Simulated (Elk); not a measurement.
## Convergence study of the basis cutoff for Pb (P-3m1, 2 atoms in the cell)

```yaml
crystal:
  lattice:
    - [3.45423, 0.00000, 0.00000]
    - [-1.72712, 2.99145, 0.00000]
    - [0.00000, 0.00000, 5.96740]
  atoms:
    - { symbol: Pb, position: [0.33333, 0.66667, 0.25838] }
    - { symbol: Pb, position: [0.66667, 0.33333, 0.75000] }
```

Computed with PBEsol, all-electron FP-LAPW, Elk's shipped species files, default APW+lo basis run with Elk.

Base settings: xctype = 22; swidth = 0.00367493 Ha; ngridk = 4 4 2; maxscl = 100.

The second cell is the first with its lattice scaled by 0.98.

The mesh stays at the base's, so the ladder's end is converged at best in this setting alone.

Only quantities that move along the ladder and can be compared are tabulated.

The starting cell comes from a database of computed structures (which also holds hypothetical and non-ambient phases and stackings), without a prior relaxation at this level. Its lattice was rescaled by up to half a per cent. One atom was moved a little off its site on purpose. Values depend on the basis (sphere radii, cutoffs, local orbitals), which need not be converged. Without a gap this mesh is coarse (it stands for a supercell whose shortest vector is 12 Å).

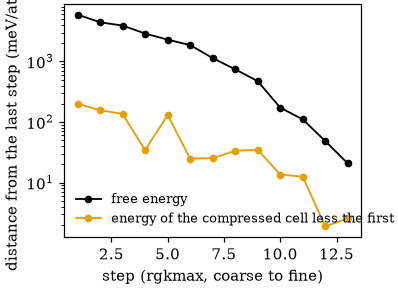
Figure. Distance from the last step along the ladder; very small values are drawn at a floor.

```tsv
rgkmax	free energy less the last step's (meV/atom)	energy of the compressed cell less the first (meV/atom)
4.14	5939.40	204.88
4.43	4431.93	160.79
4.7	3912.55	-131.94
4.95	2892.53	38.40
5.19	2290.16	134.19
5.42	1862.82	-20.85
5.86	1136.44	-21.33
6.26	740.59	-29.45
6.64	473.98	-30.77
7.34	172.59	-9.54
7.67	110.54	-8.49
8.13	48.57	2.13
8.57	20.67	1.46
9.26	0.00	4.02
```

Coarsest rgkmax that holds the energy of the compressed cell less the first within 1 meV/atom: not settled: the last two steps still differ by 2.6 meV/atom, over half the tolerance, so the ladder does not show it.

Coarsest rgkmax that holds the free energy within 5 meV/atom: not settled: the last two steps still differ by 21 meV/atom, over half the tolerance, so the ladder does not show it.

Two neighbours can agree and both be off: 5.42 and 5.86 differ by 0.47 meV/atom in the energy of the compressed cell less the first, yet lie about 25 meV/atom from the last step.
